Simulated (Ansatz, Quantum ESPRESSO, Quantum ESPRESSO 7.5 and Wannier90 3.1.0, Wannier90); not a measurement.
# Ballistic channels from Wannier functions: straight Sc chain, spacing 2.80 Å

Aim: a Wannier model and the conductance steps that follow from it, for this wire: straight Sc chain, spacing 2.80 Å.

Main program and level: Quantum ESPRESSO 7.5 and Wannier90 3.1.0; plane-wave DFT, LDA, GBRV ultrasoft pseudopotentials (cross-check by Ansatz 0.2.0 with PAW datasets).

## 1. Set-up

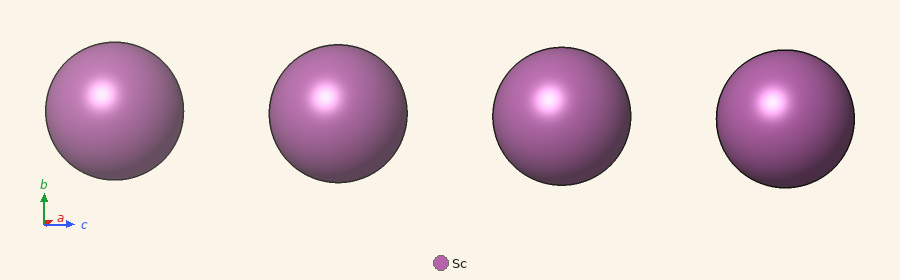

The cell as given, from the side, with the c axis across the page (scandium purple). 1×1×3 cells are drawn. Some periodic images of atoms are drawn too.

The cell holds 1 atom: 1 Sc. Cell: a = 8.000 Å, b = 8.000 Å, c = 2.800 Å, α = 90.0°, β = 90.0°, γ = 90.0°. Vacuum lies along a and b. The structure's axis is c.

## 2. Self-consistent run

scf.in

```
&control
  prefix = 'scf'
  outdir = './out'
  pseudo_dir = './pseudo'
  calculation = 'scf'
  tprnfor = .true.
/
&system
  ibrav = 0
  nat = 1
  ntyp = 1
  ecutwfc = 34
  ecutrho = 170
  occupations = 'smearing'
  smearing = 'mv'
  degauss = 0.005
/
&electrons
  conv_thr = 1e-07
  mixing_beta = 0.4
  electron_maxstep = 120
  mixing_mode = 'local-TF'
/
ATOMIC_SPECIES
  Sc  44.9559  sc_lda_v1.uspp.F.UPF
CELL_PARAMETERS angstrom
  8.00000000000000 0.00000000000000 0.00000000000000
  0.00000000000000 8.00000000000000 0.00000000000000
  0.00000000000000 0.00000000000000 2.80000000000000
ATOMIC_POSITIONS crystal
  Sc  0.000000000000 0.000000000000 0.000000000000
K_POINTS automatic
  1 1 24 0 0 0
```

Launch:

```bash
> OMP_NUM_THREADS=1 mpirun -n 2 pw.x -nk 2 -in scf.in > scf.out
```

Output:

```text
Program PWSCF v.7.5 starts
[citation notice left out]

     Parallel version (MPI & OpenMP), running on       2 processor cores
     Number of MPI processes:                 2
     Threads/MPI process:                     1

     MPI processes distributed on     1 nodes
[...]
Current dimensions of program PWSCF are:
     Max number of different atomic species (ntypx) = 10
     Max number of k-points (npk) =  40000
     Max angular momentum in pseudopotentials (lmaxx) =  4
     Message from routine setup:
     using ibrav=0 with symmetry is DISCOURAGED, use correct ibrav instead

     K-points division:     npool     =       2
     Subspace diagonalization in iterative solution of the eigenvalue problem:
     a serial algorithm will be used

     G-vector sticks info
     --------------------
     sticks:   dense  smooth     PW     G-vecs:    dense   smooth      PW
     Sum        3093    2469    749                45201    32407    5447

     Using Slab Decomposition

     bravais-lattice index     =            0
     lattice parameter (alat)  =      15.1178  a.u.
     unit-cell volume          =    1209.3015 (a.u.)^3
     number of atoms/cell      =            1
     number of atomic types    =            1
     number of electrons       =        11.00
     number of Kohn-Sham states=           10
     kinetic-energy cutoff     =      34.0000  Ry
     charge density cutoff     =     170.0000  Ry
     scf convergence threshold =      1.0E-07
     mixing beta               =       0.4000
     number of iterations used =            8  local-TF  mixing
     Exchange-correlation= SLA  PZ   NOGX NOGC
                           (   1   1   0   0   0   0   0)

     celldm(1)=  15.117809  celldm(2)=   0.000000  celldm(3)=   0.000000
     celldm(4)=   0.000000  celldm(5)=   0.000000  celldm(6)=   0.000000

     crystal axes: (cart. coord. in units of alat)
               a(1) = (   1.000000   0.000000   0.000000 )
               a(2) = (   0.000000   1.000000   0.000000 )
               a(3) = (   0.000000   0.000000   0.350000 )

     reciprocal axes: (cart. coord. in units 2 pi/alat)
               b(1) = (  1.000000  0.000000  0.000000 )
               b(2) = (  0.000000  1.000000  0.000000 )
               b(3) = (  0.000000  0.000000  2.857143 )

     PseudoPot. # 1 for Sc read from file:
     ./pseudo/sc_lda_v1.uspp.F.UPF
     Pseudo is Ultrasoft + core correction, Zval = 11.0
     Generated by new atomic code, or converted to UPF format
     Using radial grid of  849 points,  6 beta functions with:
                l(1) =   0
                l(2) =   0
                l(3) =   1
                l(4) =   1
                l(5) =   2
                l(6) =   2
     Q(r) pseudized with  6 coefficients,  rinner =    1.200   1.200   1.200
                                                       1.200   1.200

     atomic species   valence    mass     pseudopotential
     Sc               11.00    44.95590     Sc( 1.00)

     16 Sym. Ops., with inversion, found

   Cartesian axes

     site n.     atom                  positions (alat units)
         1        Sc     tau(   1) = (   0.0000000   0.0000000   0.0000000  )

     number of k points=    13  Marzari-Vanderbilt smearing, width (Ry)=  0.0050
                       cart. coord. in units 2pi/alat
        k(    1) = (   0.0000000   0.0000000   0.0000000), wk =   0.0833333
        k(    2) = (   0.0000000   0.0000000   0.1190476), wk =   0.1666667
        k(    3) = (   0.0000000   0.0000000   0.2380952), wk =   0.1666667
        k(    4) = (   0.0000000   0.0000000   0.3571429), wk =   0.1666667
        k(    5) = (   0.0000000   0.0000000   0.4761905), wk =   0.1666667
        k(    6) = (   0.0000000   0.0000000   0.5952381), wk =   0.1666667
        k(    7) = (   0.0000000   0.0000000   0.7142857), wk =   0.1666667
        k(    8) = (   0.0000000   0.0000000   0.8333333), wk =   0.1666667
        k(    9) = (   0.0000000   0.0000000   0.9523810), wk =   0.1666667
        k(   10) = (   0.0000000   0.0000000   1.0714286), wk =   0.1666667
[...]
k(   13) = (   0.0000000   0.0000000  -1.4285714), wk =   0.0833333

     Dense  grid:    45201 G-vectors     FFT dimensions: (  64,  64,  24)

     Smooth grid:    32407 G-vectors     FFT dimensions: (  60,  60,  20)

     Estimated max dynamical RAM per process >      97.38 MB

     Estimated total dynamical RAM >     183.73 MB

     Initial potential from superposition of free atoms

     starting charge      10.9980, renormalised to      11.0000

     negative rho (up, down):  1.671E-04 0.000E+00
     Starting wfcs are   13 randomized atomic wfcs

     total cpu time spent up to now is        0.5 secs

     per-process dynamical memory:    30.3 Mb

     Self-consistent Calculation

     iteration #  1     ecut=    34.00 Ry     beta= 0.40
     Davidson diagonalization with overlap
     ethr =  1.00E-02,  avg # of iterations =  1.8

     negative rho (up, down):  5.904E-06 0.000E+00

     total cpu time spent up to now is        1.1 secs

     total energy              =     -94.08298527 Ry
     estimated scf accuracy    <       0.21132797 Ry

     iteration #  2     ecut=    34.00 Ry     beta= 0.40
[...]
total energy              =     -94.05643887 Ry
     estimated scf accuracy    <       0.08588787 Ry

     iteration #  3     ecut=    34.00 Ry     beta= 0.40
[...]
total energy              =     -94.06233205 Ry
     estimated scf accuracy    <       0.00965181 Ry

     iteration #  4     ecut=    34.00 Ry     beta= 0.40
[...]
total energy              =     -94.06396498 Ry
     estimated scf accuracy    <       0.00358613 Ry

     iteration #  5     ecut=    34.00 Ry     beta= 0.40
[...]
total energy              =     -94.06479551 Ry
     estimated scf accuracy    <       0.00314781 Ry

     iteration #  6     ecut=    34.00 Ry     beta= 0.40
[...]
negative rho (up, down):  1.230E-06 0.000E+00

[...]
total energy              =     -94.06444741 Ry
     estimated scf accuracy    <       0.00136619 Ry

     iteration #  7     ecut=    34.00 Ry     beta= 0.40
[...]
negative rho (up, down):  6.889E-07 0.000E+00

[...]
total energy              =     -94.06466373 Ry
     estimated scf accuracy    <       0.00002294 Ry

     iteration #  8     ecut=    34.00 Ry     beta= 0.40
[...]
negative rho (up, down):  3.799E-06 0.000E+00

[...]
total energy              =     -94.06468786 Ry
     estimated scf accuracy    <       0.00000607 Ry

     iteration #  9     ecut=    34.00 Ry     beta= 0.40
[...]
negative rho (up, down):  4.999E-06 0.000E+00

[...]
total energy              =     -94.06468848 Ry
     estimated scf accuracy    <       0.00001027 Ry

     iteration # 10     ecut=    34.00 Ry     beta= 0.40
[...]
negative rho (up, down):  6.330E-06 0.000E+00

[...]
total energy              =     -94.06468942 Ry
     estimated scf accuracy    <       0.00000118 Ry

     iteration # 11     ecut=    34.00 Ry     beta= 0.40
[...]
negative rho (up, down):  6.203E-06 0.000E+00

[...]
total energy              =     -94.06468888 Ry
     estimated scf accuracy    <       0.00000163 Ry

     iteration # 12     ecut=    34.00 Ry     beta= 0.40
[...]
negative rho (up, down):  6.082E-06 0.000E+00

[...]
total energy              =     -94.06468931 Ry
     estimated scf accuracy    <       0.00000020 Ry

     iteration # 13     ecut=    34.00 Ry     beta= 0.40
[...]
negative rho (up, down):  5.931E-06 0.000E+00

[...]
total energy              =     -94.06468926 Ry
     estimated scf accuracy    <       0.00000021 Ry

     iteration # 14     ecut=    34.00 Ry     beta= 0.40
[...]
negative rho (up, down):  6.103E-06 0.000E+00

[...]
End of self-consistent calculation

          k = 0.0000 0.0000 0.0000 (  4029 PWs)   bands (ev):

   -50.9418 -30.0709 -30.0709 -29.0115  -3.8028  -1.4603  -0.9367  -0.8551
    -0.3620  -0.3620

          k = 0.0000 0.0000 0.1190 (  4017 PWs)   bands (ev):

   -50.9399 -30.0693 -30.0693 -29.0263  -3.7530  -1.4219  -0.9203  -0.8401
    -0.3682  -0.3682

          k = 0.0000 0.0000 0.2381 (  4001 PWs)   bands (ev):

   -50.9343 -30.0644 -30.0644 -29.0695  -3.6061  -1.3070  -0.8718  -0.7958
    -0.3928  -0.3927

          k = 0.0000 0.0000 0.3571 (  4018 PWs)   bands (ev):

   -50.9253 -30.0567 -30.0567 -29.1379  -3.3688  -1.1173  -0.7937  -0.7244
    -0.4496  -0.4496

          k = 0.0000 0.0000 0.4762 (  4042 PWs)   bands (ev):

   -50.9135 -30.0466 -30.0466 -29.2261  -3.0515  -0.8562  -0.6902  -0.6296
    -0.5515  -0.5515

          k = 0.0000 0.0000 0.5952 (  4034 PWs)   bands (ev):

   -50.8998 -30.0349 -30.0349 -29.3275  -2.6669  -0.6984  -0.6984  -0.5672
    -0.5320  -0.5164

[...]
the Fermi energy is    -1.2502 ev

!    total energy              =     -94.06468925 Ry
     estimated scf accuracy    <       0.00000004 Ry
     smearing contrib. (-TS)   =      -0.00020770 Ry
     internal energy E=F+TS    =     -94.06448155 Ry

     The total energy is F=E-TS. E is the sum of the following terms:
     one-electron contribution =    -122.42430923 Ry
     hartree contribution      =      58.58092020 Ry
     xc contribution           =     -12.99496975 Ry
     ewald contribution        =     -17.22612277 Ry

     convergence has been achieved in  14 iterations

     negative rho (up, down):  6.103E-06 0.000E+00

     Forces acting on atoms (cartesian axes, Ry/au):

     atom    1 type  1   force =     0.00000000    0.00000000    0.00000000

     Total force =     0.000000     Total SCF correction =     0.000000

[...]
=------------------------------------------------------------------------------=
   JOB DONE.
=------------------------------------------------------------------------------=
```

It took 8.8 s on 2 MPI ranks of Arm Neoverse V1, shared host; peak memory 0.26 GiB.

This step gave:

```
free energy  : -1279.8153 eV
Fermi energy : -1.250 eV
```

The program's own clock; routines nest. Time by routine:

| routine | wall time (s) | calls |
| --- | --- | --- |
| PWSCF | 8.25 | 1 |
| electrons | 7.66 | 1 |
| c_bands | 3.26 | 14 |
| cegterg | 2.97 | 98 |
| fftw | 2.6 | 5536 |
| h_psi | 2.59 | 325 |
| vloc_psi | 2.4 | 325 |
| sum_band | 1.75 | 14 |
| mix_rho | 1.56 | 14 |
| newd | 1.05 | 15 |
| ffts | 0.75 | 1176 |
| init_run | 0.39 | 1 |
| wfcinit | 0.15 | 1 |
| init_us_2 | 0.14 | 210 |

The run needed 14 iterations to bring the estimated error under 1e-07 Ry.

## 3. Full uniform mesh without symmetry

Wannier90 needs the states on a whole uniform mesh, listed point by point, without symmetry.

nscf.in

```
&control
  prefix = 'nscf'
  outdir = './out'
  pseudo_dir = './pseudo'
  calculation = 'nscf'
/
&system
  ibrav = 0
  nat = 1
  ntyp = 1
  ecutwfc = 34
  ecutrho = 170
  occupations = 'smearing'
  smearing = 'mv'
  degauss = 0.005
  nosym = .true.
  noinv = .true.
  nbnd = 20
/
&electrons
  conv_thr = 1e-09
  mixing_beta = 0.4
  electron_maxstep = 120
  mixing_mode = 'local-TF'
  diago_full_acc = .true.
/
ATOMIC_SPECIES
  Sc  44.9559  sc_lda_v1.uspp.F.UPF
CELL_PARAMETERS angstrom
  8.00000000000000 0.00000000000000 0.00000000000000
  0.00000000000000 8.00000000000000 0.00000000000000
  0.00000000000000 0.00000000000000 2.80000000000000
ATOMIC_POSITIONS crystal
  Sc  0.000000000000 0.000000000000 0.000000000000
K_POINTS crystal
12
  0.0000000000 0.0000000000 0.0000000000 0.0833333333
  0.0000000000 0.0000000000 0.0833333333 0.0833333333
  0.0000000000 0.0000000000 0.1666666667 0.0833333333
  0.0000000000 0.0000000000 0.2500000000 0.0833333333
  0.0000000000 0.0000000000 0.3333333333 0.0833333333
  0.0000000000 0.0000000000 0.4166666667 0.0833333333
  0.0000000000 0.0000000000 0.5000000000 0.0833333333
  0.0000000000 0.0000000000 0.5833333333 0.0833333333
  0.0000000000 0.0000000000 0.6666666667 0.0833333333
  0.0000000000 0.0000000000 0.7500000000 0.0833333333
  0.0000000000 0.0000000000 0.8333333333 0.0833333333
  0.0000000000 0.0000000000 0.9166666667 0.0833333333
```

Launch:

```bash
> cp -r out/scf.save out/nscf.save
> cp out/scf.xml out/nscf.xml
> OMP_NUM_THREADS=1 mpirun -n 2 pw.x -nk 1 -in nscf.in > nscf.out
```

Output:

```text
[banner, memory and clock lines left out]
Program PWSCF v.7.5 starts
[citation notice left out]

[...]
bravais-lattice index     =            0
     lattice parameter (alat)  =      15.1178  a.u.
     unit-cell volume          =    1209.3015 (a.u.)^3
     number of atoms/cell      =            1
     number of atomic types    =            1
     number of electrons       =        11.00
     number of Kohn-Sham states=           20
     kinetic-energy cutoff     =      34.0000  Ry
     charge density cutoff     =     170.0000  Ry
     Exchange-correlation= SLA  PZ   NOGX NOGC
                           (   1   1   0   0   0   0   0)

[...]
PseudoPot. # 1 for Sc read from file:
     ./pseudo/sc_lda_v1.uspp.F.UPF
     Pseudo is Ultrasoft + core correction, Zval = 11.0
     Generated by new atomic code, or converted to UPF format
     Using radial grid of  849 points,  6 beta functions with:
                l(1) =   0
                l(2) =   0
                l(3) =   1
                l(4) =   1
                l(5) =   2
                l(6) =   2
     Q(r) pseudized with  6 coefficients,  rinner =    1.200   1.200   1.200
                                                       1.200   1.200

     atomic species   valence    mass     pseudopotential
     Sc               11.00    44.95590     Sc( 1.00)

     No symmetry found

[...]
number of k points=    12  Marzari-Vanderbilt smearing, width (Ry)=  0.0050
[...]
Dense  grid:    45201 G-vectors     FFT dimensions: (  64,  64,  24)

     Smooth grid:    32407 G-vectors     FFT dimensions: (  60,  60,  20)

     The potential is recalculated from file :
     ./out/nscf.save/charge-density

     negative rho (up, down):  6.103E-06 0.000E+00
     Starting wfcs are   13 randomized atomic wfcs +    7 random wfcs

     Band Structure Calculation
     Davidson diagonalization with overlap

     ethr =  9.09E-12,  avg # of iterations = 48.1

     End of band structure calculation

          k = 0.0000 0.0000 0.0000 (  4029 PWs)   bands (ev):

   -50.9381 -30.0674 -30.0674 -29.0076  -3.8009  -1.4577  -0.9345  -0.8526
    -0.3610  -0.3610   1.4214   1.7281   1.7281   2.2103   3.6975   3.6975
     4.1328   4.4490   7.3334   7.3334

          k = 0.0000 0.0000 0.2381 (  4001 PWs)   bands (ev):

   -50.9305 -30.0609 -30.0609 -29.0656  -3.6043  -1.3043  -0.8695  -0.7933
    -0.3915  -0.3915   1.5394   1.6815   1.6815   2.3178   3.8695   3.8695
     4.2313   4.5753   7.5258   7.5258

[...]
the Fermi energy is    -1.2455 ev
     (compare with:    -1.2502 eV, computed in scf)

[...]
```

It took 6.7 s on 2 MPI ranks; peak memory 0.11 GiB; 13 s of CPU time.

Numbers from this step:

* Fermi energy: -1.246 eV

The program's own clock; routines nest. Time by routine:

```
     routine  wall time (s)  calls
       PWSCF           6.19      1
   electrons           5.93      1
     c_bands           5.93      1
     cegterg           5.71     36
       h_psi           4.26    625
    vloc_psi           4.02    625
        fftw           3.68  11882
     cdiaghg           0.25    589
    init_run           0.16      1
h_psi:calbec           0.12    625
      calbec           0.12    625
  add_vuspsi           0.11    625
       s_psi            0.1    625
      hinit0           0.07      1
```

(Part 1 of 5 ends here.)

[Logs are printed without paths, hosts, clocks, repeated set-up lines and the standing remarks that a program may print on its own settings, such as how far it seeks lower states.]

[Hosts, paths, dates, database ids (printed as entryN), source tags and the programs' standing remarks are cut or masked in the printed files.]

[Maps of the electrostatic potential energy from Ansatz leave out the sawtooth potential of an applied field or a dipole correction, so their vacuum need not be flat; planar profiles and work functions include it.]
